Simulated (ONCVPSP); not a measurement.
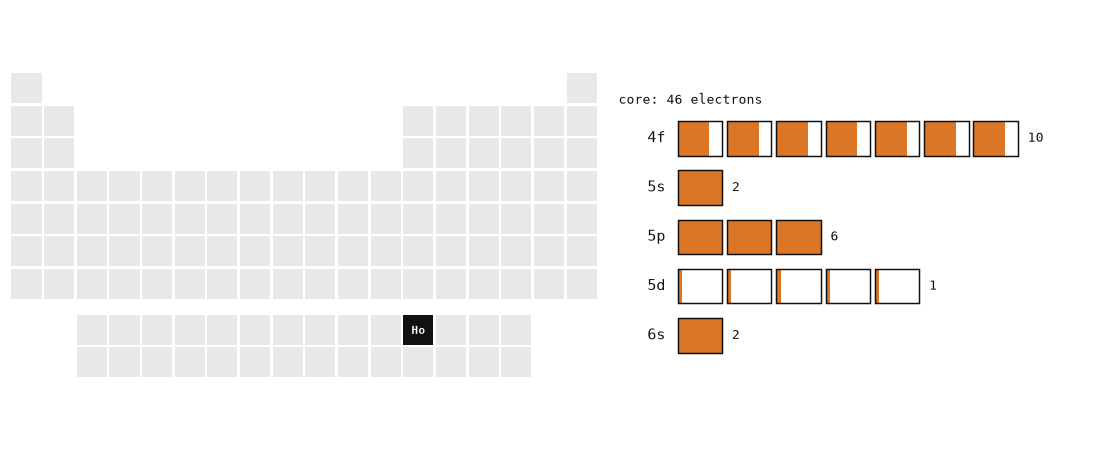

**Figure 1.** Left, the place of holmium in the periodic table; right, the valence shells of the reference configuration: a box for each of the 2l + 1 orbitals, shaded by the share of the shell that is filled, with the electron count at the right.

Pseudopotential generation for Ho

System: holmium (Ho, Z = 67), core [Kr] 4d10, reference valence 4f10 5s2 5p6 5d1 6s2, valence charge 21.
Method: ONCV potential, PBE, scalar-relativistic, made with ONCVPSP 4.0.1.

Input file:
```
# ATOM AND REFERENCE CONFIGURATION
# atsym  z   nc   nv     iexc    psfile
  Ho 67.00    9    5        4      upf
#
#   n    l    f
    1    0    2.00
    2    0    2.00
    2    1    6.00
    3    0    2.00
    3    1    6.00
    3    2   10.00
    4    0    2.00
    4    1    6.00
    4    2   10.00
    4    3   10.00
    5    0    2.00
    5    1    6.00
    5    2    1.00
    6    0    2.00
#
# PSEUDOPOTENTIAL AND OPTIMIZATION
# lmax
    3
#
#   l,   rc,      ep,       ncon, nbas, qcut
    0    2.45    0.00    4    8    4.40
    1    2.00    0.00    3    8    8.00
    2    3.10    0.00    4    8    5.70
    3    1.10    0.00    4    8   14.50
#
# LOCAL POTENTIAL
# lloc, lpopt,  rc(5),   dvloc0
    4    5    0.90    0.00
#
# VANDERBILT-KLEINMAN-BYLANDER PROJECTORs
# l, nproj, debl
    0    2    2.90
    1    2    3.90
    2    2    0.70
    3    2    1.00
#
# MODEL CORE CHARGE
# icmod, fcfact, rcfact
    3    4.25    1.60
#
# LOG DERIVATIVE ANALYSIS
# epsh1, epsh2, depsh
   -3.00    5.00    0.02
#
# OUTPUT GRID
# rlmax, drl
    6.00    0.01
#
# TEST CONFIGURATIONS
# ncnf
    4
# nvcnf
#   n    l    f
    5
    4    3   11.00
    5    0    2.00
    5    1    6.00
    5    2    0.00
    6    0    2.00
#
    5
    4    3   11.00
    5    0    2.00
    5    1    6.00
    5    2    0.00
    6    0    1.00
#
    5
    4    3   11.00
    5    0    2.00
    5    1    6.00
    5    2    0.00
    6    0    0.00
#
    6
    4    3   11.00
    5    0    2.00
    5    1    6.00
    5    2    0.00
    6    0    0.00
    6    1    1.00
#
```

Hardware: 1 CPU thread, shared host.

Command:
```bash
oncvpsp.x < Ho.dat > Ho.out
```

Output (extracts):
```
ONCVPSP  (Optimized Norm-Conservinng Vanderbilt PSeudopotential)
scalar-relativistic version 4.0.1

#   n    l    f        energy (Ha)
    1    0    2.00    -2.0398653E+03
    2    0    2.00    -3.4141636E+02
    2    1    6.00    -3.0246438E+02
    3    0    2.00    -7.6483556E+01
    3    1    6.00    -6.4582985E+01
    3    2   10.00    -4.9492641E+01
    4    0    2.00    -1.5327058E+01
    4    1    6.00    -1.1406690E+01
    4    2   10.00    -6.1123921E+00
    4    3   10.00    -3.4388422E-01
    5    0    2.00    -1.9995104E+00
    5    1    6.00    -1.0706613E+00
    5    2    1.00    -8.0819091E-02
    6    0    2.00    -1.5941147E-01

Reference configufation results
  iterations    35
  all-electron total energy (Ha)   -1.26161785D+04

Begin loop to  construct optimized pseudo wave functions
and semi-local pseudopoentials for all angular momenta

Calculating optimized projector #   1

 for l=   0

    Fraction of norm inside rc  0.988684
    Optimizing pswf for qcut=   4.39 a_B^-1,  ecut=   9.65 Ha
    Residual kinetic energy error=  4.45D-06 Ha

    Energy error per electron        Cutoff
         Ha          eV             Ha
         0.01000     0.27211        3.43
         0.00100     0.02721        4.65
         0.00010     0.00272        5.59
         0.00001     0.00027        8.61

Calculating optimized projector #   2

 for l=   0

    Fraction of norm inside rc  0.130529
    Optimizing pswf for qcut=   4.39 a_B^-1,  ecut=   9.65 Ha
    Residual kinetic energy error=  3.66D-05 Ha

    Energy error per electron        Cutoff
         Ha          eV             Ha
         0.01000     0.27211        2.65
         0.00100     0.02721        4.02
         0.00010     0.00272        8.42
         0.00001     0.00027       21.50

   Wellstate for l =  1  n =  8
     eigenvalue =   2.8293
     asymptotic potential =   3.3293
     half-point radius =  4.1946

Calculating optimized projector #   1

 for l=   1

    Fraction of norm inside rc  0.848936
    Optimizing pswf for qcut=   7.99 a_B^-1,  ecut=  31.93 Ha
    Residual kinetic energy error=  1.96D-08 Ha

    Energy error per electron        Cutoff
         Ha          eV             Ha
         0.01000     0.27211       10.56
         0.00100     0.02721       17.50
         0.00010     0.00272       21.69
         0.00001     0.00027       25.10

Calculating optimized projector #   2

 for l=   1

    Fraction of norm inside rc  0.109157
    Optimizing pswf for qcut=   7.99 a_B^-1,  ecut=  31.93 Ha
    Residual kinetic energy error=  1.07D-07 Ha

    Energy error per electron        Cutoff
         Ha          eV             Ha
         0.01000     0.27211       11.14
         0.00100     0.02721       19.09
         0.00010     0.00272       23.46
         0.00001     0.00027       26.78

   Wellstate for l =  2  n =  7
     eigenvalue =   0.6192
     asymptotic potential =   1.1192
     half-point radius =  7.9205

Calculating optimized projector #   1

 for l=   2

    Fraction of norm inside rc  0.655669
    Optimizing pswf for qcut=   5.70 a_B^-1,  ecut=  16.26 Ha
    Residual kinetic energy error=  2.68D-09 Ha

    Energy error per electron        Cutoff
         Ha          eV             Ha
         0.01000     0.27211        6.25
         0.00100     0.02721        8.54
         0.00010     0.00272       10.52
         0.00001     0.00027       12.20

Calculating optimized projector #   2

 for l=   2

    Fraction of norm inside rc  0.134429
    Optimizing pswf for qcut=   5.70 a_B^-1,  ecut=  16.26 Ha
    Residual kinetic energy error=  5.54D-09 Ha

    Energy error per electron        Cutoff
         Ha          eV             Ha
         0.01000     0.27211        6.22
         0.00100     0.02721        8.67
         0.00010     0.00272       10.75
         0.00001     0.00027       12.56

   Wellstate for l =  3  n =  5
     eigenvalue =   0.6561
     asymptotic potential =   1.1561
     half-point radius =  4.7625

Calculating optimized projector #   1

 for l=   3

    Fraction of norm inside rc  0.811789
    Optimizing pswf for qcut=  14.50 a_B^-1,  ecut= 105.08 Ha
    Residual kinetic energy error=  1.52D-04 Ha

    Energy error per electron        Cutoff
         Ha          eV             Ha
         0.01000     0.27211       86.19
         0.00100     0.02721       96.59
         0.00010     0.00272      121.70
         0.00001     0.00027      239.34

Calculating optimized projector #   2

 for l=   3

    Fraction of norm inside rc  0.026162
    Optimizing pswf for qcut=  14.50 a_B^-1,  ecut= 105.08 Ha
    Residual kinetic energy error=  1.48D-05 Ha

    Energy error per electron        Cutoff
         Ha          eV             Ha
         0.01000     0.27211       69.44
         0.00100     0.02721       85.36
         0.00010     0.00272       96.95
         0.00001     0.00027      108.83

Construct Vanderbilt / Kleinmman-Bylander projectors

B matrix Hermiticity error, ll=   0
   1   2    1.6541E-04

  Orthonormal projector coefficients  1.7443E+01  1.1598E+00

B matrix Hermiticity error, ll=   1
   1   2    3.7604E-04

  Orthonormal projector coefficients  1.4658E+01  1.3327E+00

B matrix Hermiticity error, ll=   2
   1   2   -3.0740E-05

  Orthonormal projector coefficients -5.4993E+00  3.5103E+00

B matrix Hermiticity error, ll=   3
   1   2    1.4523E-04

  Orthonormal projector coefficients -1.8123E+01 -6.6026E+00

Model core correction analysis
  based on d2Exc/dn_idn_j

d2excae - all-electron derivatives

   -2.078050D-02   -1.212153D-02   -8.943054D-03   -2.714607D-03
   -1.039645D-03
   -1.212132D-02   -2.659789D-02   -2.324766D-02   -7.799870D-03
   -1.506619D-03
   -8.942880D-03   -2.324762D-02   -2.370333D-02   -1.146209D-02
   -2.668478D-03
   -2.714525D-03   -7.799732D-03   -1.146202D-02   -1.754022D-02
   -1.633374D-02
   -1.039535D-03   -1.506311D-03   -2.667763D-03   -1.632972D-02
   -2.554636D-02

d2excps - pseudofunction derivatives with no core correction

   -4.256775D-02   -2.366195D-02   -1.202266D-02   -2.885319D-03
   -1.850922D-03
   -2.366222D-02   -2.499355D-02   -2.092284D-02   -7.074626D-03
   -1.602915D-03
   -1.202254D-02   -2.092255D-02   -2.462474D-02   -1.178848D-02
   -2.534258D-03
   -2.885237D-03   -7.074441D-03   -1.178842D-02   -1.784144D-02
   -1.634742D-02
   -1.850847D-03   -1.602269D-03   -2.533540D-03   -1.634343D-02
   -2.555632D-02

rms 2nd derivative error    5.575107E-03

rmatch, rhocmatch    0.7849   25.8467

Teter function model core charge with specified parameters

d2excps - pseudofunction derivatives with core correction

   -2.598482D-02   -1.482350D-02   -8.656973D-03   -2.511412D-03
   -1.212483D-03
   -1.482350D-02   -1.706184D-02   -1.658768D-02   -6.443677D-03
   -1.123593D-03
   -8.656860D-03   -1.658749D-02   -2.108312D-02   -1.116741D-02
   -2.355081D-03
   -2.511332D-03   -6.443484D-03   -1.116726D-02   -1.767389D-02
   -1.631970D-02
   -1.212375D-03   -1.123277D-03   -2.354364D-03   -1.631571D-02
   -2.551360D-02

rms 2nd derivative error    3.052010E-03

Pseudoatom total energy -168.323443

Diagnostic tests using Vanderbilt-Kleinman-Bylander pseudopotentials
  1 or more projectors used as specified by nproj input data

   l    rcore       rmatch      e in        delta e   norm test  slope test

   0   2.4604030   2.5351062  -1.9995104   0.0000010   1.0001765   1.0001610
   0   2.4604030   2.5351062  -0.1594115   0.0000004   1.0000158   1.0000121

   1   2.0075895   2.0685442  -1.0706613  -0.0000031   1.0000706   1.0000768
   1   2.0075895   2.0685442   2.8293387   0.0000562   1.0010783   1.0010783

   2   3.1069016   3.2012339  -0.0808191   0.0000009   1.0000239   1.0000345
   2   3.1069016   3.2012339   0.6191809   0.0000063   1.0001272   1.0001272

   3   1.1037655   1.1372783  -0.3438842   0.0000054   1.0003574   1.0003347
   3   1.1037655   1.1372783   0.6561158  -0.0000100   1.0005701   1.0005701

 Testing for bound ghosts
   n   l    E NL Schr. Eq   E Basis Diag.   E Cutoff

       0                       -6.643124     43.91  WARNING - GHOST(-)
   1   0       -1.999509       -1.999479     43.91
   2   0       -0.159411       -0.148993     43.91

   2   1       -1.070664       -1.070649     75.32

       2                       -3.638035     35.67  WARNING - GHOST(-)
   3   2       -0.080818       -0.079896     35.67

   4   3       -0.343879       -0.340544    319.23

 Testing for highly-localized positive-energy ghosts
       l    <radius>/rc     E Basis Diag.   E Cutoff

       1        0.202056        3.023367     75.32  WARNING - GHOST(+)

Test configuration 0

   n   l     f        eae           eps        diff
   1   0  2.0000-2039.86528117
   2   0  2.0000 -341.41635558
   2   1  6.0000 -302.46438253
   3   0  2.0000  -76.48355598
   3   1  6.0000  -64.58298468
   3   2 10.0000  -49.49264074
   4   0  2.0000  -15.32705834
   4   1  6.0000  -11.40669001
   4   2 10.0000   -6.11239206
   4   3 10.0000   -0.34388422   -0.34387879    5.42D-06
   5   0  2.0000   -1.99951044   -1.99950944    1.00D-06
   5   1  6.0000   -1.07066134   -1.07066440   -3.05D-06
   5   2  1.0000   -0.08081909   -0.08081821    8.78D-07
   6   0  2.0000   -0.15941147   -0.15941102    4.45D-07

    Total energies and differences
      AE_ref= -1.26161785D+04  AE_tst= -1.26161785D+04  dif=  0.00D+00
      PS_ref= -1.68323443D+02  PS_tst= -1.68323443D+02  dif= -1.05D-12
      PSP excitation error=  1.05D-12

Test configuration 1

   n   l     f        eae           eps        diff
   1   0  2.0000-2039.62290091
   2   0  2.0000 -341.15578145
   2   1  6.0000 -302.20646956
   3   0  2.0000  -76.19512378
   3   1  6.0000  -64.29507009
   3   2 10.0000  -49.20743062
   4   0  2.0000  -15.04995608
   4   1  6.0000  -11.13477119
   4   2 10.0000   -5.84882187
   4   3 11.0000   -0.11551181   -0.11770391   -2.19D-03
   5   0  2.0000   -1.85131365   -1.82983168    2.15D-02
   5   1  6.0000   -0.95059201   -0.95170687   -1.11D-03
   6   0  2.0000   -0.13922608   -0.13874938    4.77D-04

    Total energies and differences
      AE_ref= -1.26161785D+04  AE_tst= -1.26163487D+04  dif= -1.70D-01
      PS_ref= -1.68323443D+02  PS_tst= -1.68490963D+02  dif= -1.68D-01
      PSP excitation error= -2.61D-03

Test configuration 2

   n   l     f        eae           eps        diff
   1   0  2.0000-2039.86288166
   2   0  2.0000 -341.39475511
   2   1  6.0000 -302.44557870
   3   0  2.0000  -76.43277895
   3   1  6.0000  -64.53275153
   3   2 10.0000  -49.44523371
   4   0  2.0000  -15.28812980
   4   1  6.0000  -11.37314616
   4   2 10.0000   -6.08747897
   4   3 11.0000   -0.35465634   -0.35681180   -2.16D-03
   5   0  2.0000   -2.09299742   -2.07024121    2.28D-02
   5   1  6.0000   -1.19171163   -1.19188011   -1.68D-04
   6   0  1.0000   -0.32895619   -0.32775114    1.21D-03

    Total energies and differences
      AE_ref= -1.26161785D+04  AE_tst= -1.26161160D+04  dif=  6.25D-02
      PS_ref= -1.68323443D+02  PS_tst= -1.68259838D+02  dif=  6.36D-02
      PSP excitation error= -1.11D-03

Test configuration 3

   n   l     f        eae           eps        diff
   1   0  2.0000-2040.14541002
   2   0  2.0000 -341.67540190
   2   1  6.0000 -302.72642396
   3   0  2.0000  -76.71130269
   3   1  6.0000  -64.81131332
   3   2 10.0000  -49.72398569
   4   0  2.0000  -15.56744280
   4   1  6.0000  -11.65275653
   4   2 10.0000   -6.36749108
   4   3 11.0000   -0.63498034   -0.63771682   -2.74D-03
   5   0  2.0000   -2.37646026   -2.35226636    2.42D-02
   5   1  6.0000   -1.47301098   -1.47202890    9.82D-04

    Total energies and differences
      AE_ref= -1.26161785D+04  AE_tst= -1.26156819D+04  dif=  4.97D-01
      PS_ref= -1.68323443D+02  PS_tst= -1.67827291D+02  dif=  4.96D-01
      PSP excitation error=  5.14D-04

Test configuration 4

   n   l     f        eae           eps        diff
   1   0  2.0000-2039.91403870
   2   0  2.0000 -341.44533445
   2   1  6.0000 -302.49618513
   3   0  2.0000  -76.48267583
   3   1  6.0000  -64.58265689
   3   2 10.0000  -49.49521565
   4   0  2.0000  -15.33846468
   4   1  6.0000  -11.42360149
   4   2 10.0000   -6.13810206
   4   3 11.0000   -0.40550616   -0.40807470   -2.57D-03
   5   0  2.0000   -2.14563149   -2.12173297    2.39D-02
   5   1  6.0000   -1.24330066   -1.24216169    1.14D-03
   6   1  1.0000   -0.22740367   -0.22737567    2.80D-05

    Total energies and differences
      AE_ref= -1.26161785D+04  AE_tst= -1.26159862D+04  dif=  1.92D-01
      PS_ref= -1.68323443D+02  PS_tst= -1.68131623D+02  dif=  1.92D-01
      PSP excitation error=  5.26D-04
```

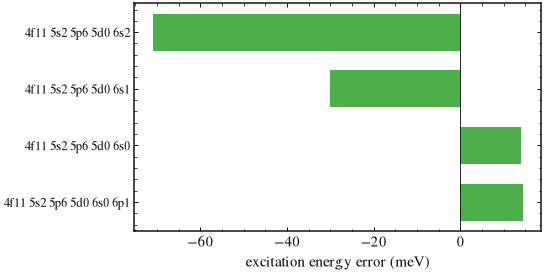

**Figure 2.** Errors, all-electron minus pseudo, of the energies of valence configurations relative to the unpolarised reference 4f10 5s2 5p6 5d1 6s2.

- Worst configuration: 4f11 5s2 5p6 5d0 6s2 (neutral): the error is -71 meV on an all-electron energy of -4.63 eV relative to the reference, or 1.5 %.
- Configurations within 10 meV and within 50 meV: 0 and 3 of 4.
- Errors in meV: 4f11 5s2 5p6 5d0 6s2: -71; 4f11 5s2 5p6 5d0 6s1: -30; 4f11 5s2 5p6 5d0 6s0: +14; 4f11 5s2 5p6 5d0 6s0 6p1: +14. The potential isn't sound: its ghost test gives GHOST(-) flagged for s at -180.8 eV, d at -99.0 eV; GHOST(+) flagged for p at 82.3 eV.

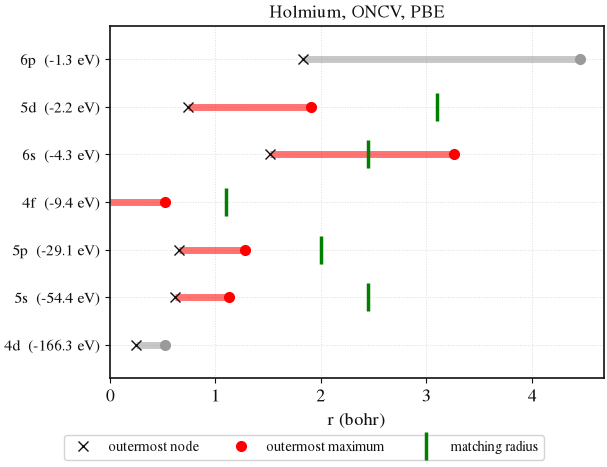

**Figure 3.** Outer shells of the all-electron reference atom: each bar runs from the outermost node (or the nucleus) to the outermost maximum of u(r); the tick is the radius chosen for the pseudo-wave. Shells without a tick have no pseudo-wave of their own. Levels, nodes and maxima are from ld1.x, scalar-relativistic.

- Radii against the shells: 5s: 2.45 bohr, outside the maximum; 5p: 2.00 bohr, outside the maximum; 4f: 1.10 bohr, outside the maximum; 6s: 2.45 bohr, between node and maximum; 5d: 3.10 bohr, outside the maximum.

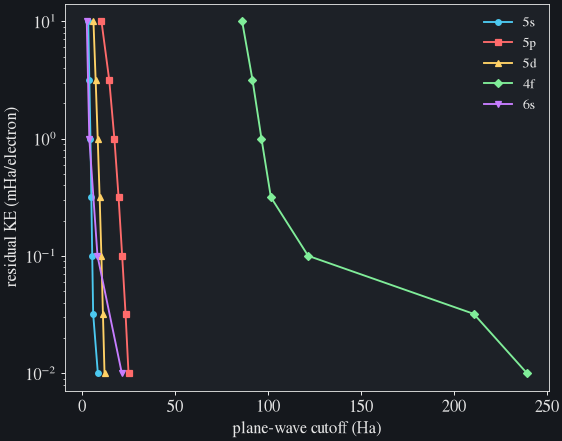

**Figure 4.** Residual kinetic energy of the pseudo-waves (the first of each channel, and further valence shells) beyond the plane-wave cutoff, as the generator prints it.

- Cutoffs for the occupied states: 97 Ha for 1 mHa and 122 Ha for 0.1 mHa per electron. The first is set by 4f.
- Cutoffs for 1 mHa per electron: 4f: 97 Ha; 5p: 17 Ha; 5d: 8.5 Ha; 5s: 4.6 Ha; 6s: 4.0 Ha.
- Hardest wave at 1 mHa per electron: 4f, with rc = 1.10 bohr and qcut = 14.5 1/bohr. The optimisation minimises, but can't always remove, the kinetic energy above qcut²/2 = 105.1 Ha, and a larger rc would as a rule soften the wave at some cost in transferability.

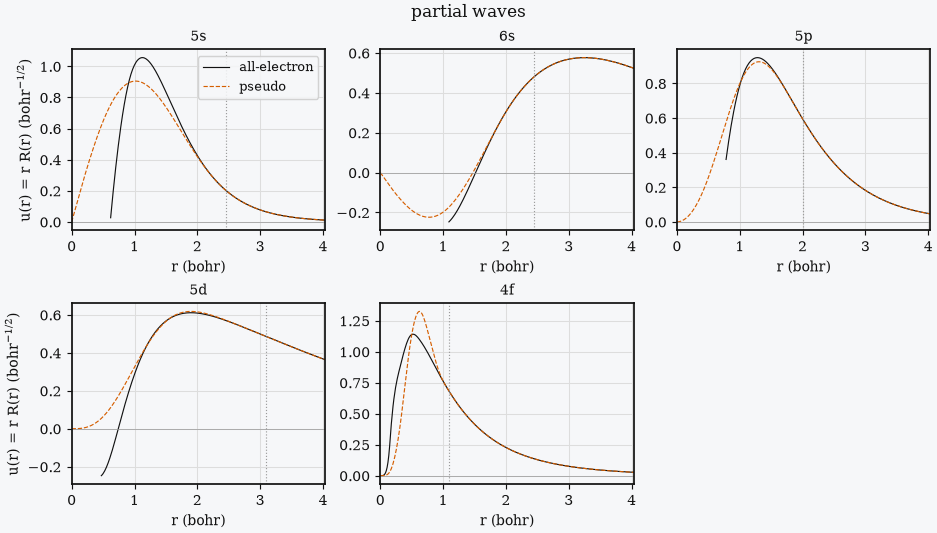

**Figure 5.** Pseudo-waves (dashed) against the all-electron radial functions (solid). Dotted lines mark the matching radii. The innermost oscillations of some all-electron curves aren't drawn. Pseudo-waves: 5s has no node; 6s has a node at about 1.5 bohr; 5p has no node; 5d has no node; 4f has no node. A node in 6s is expected, since a lower shell of the same l is also in the valence and the two must stay orthogonal.

Results in brief:

- outcome: generated, with a ghost state
- cutoffs needed: 97 Ha and 122 Ha (the cutoffs at which the residual kinetic energy of the hardest occupied pseudo-wave falls to 1 and 0.1 mHa per electron)
- ghost test: GHOST(-) flagged for s at -180.8 eV, d at -99.0 eV; GHOST(+) flagged for p at 82.3 eV
- largest excitation error: -71 meV (all-electron minus pseudo) for 4f11 5s2 5p6 5d0 6s2, out of 4 test configurations
- rms error of d²Exc/dni dnj: 5.58 mHa without and 3.05 mHa with the model core
- range over which the phases arctan(r R′/R) at the test radius agree within 0.05 rad (a looser test near the poles than one of phase shifts): s: up to about 3.0 Ha; p: over the whole range computed; d: up to about 3.5 Ha; f: over the whole range computed
- wall time: 7.5 s

Notes:

The potential has a bound ghost state, so it can't be used as it stands.
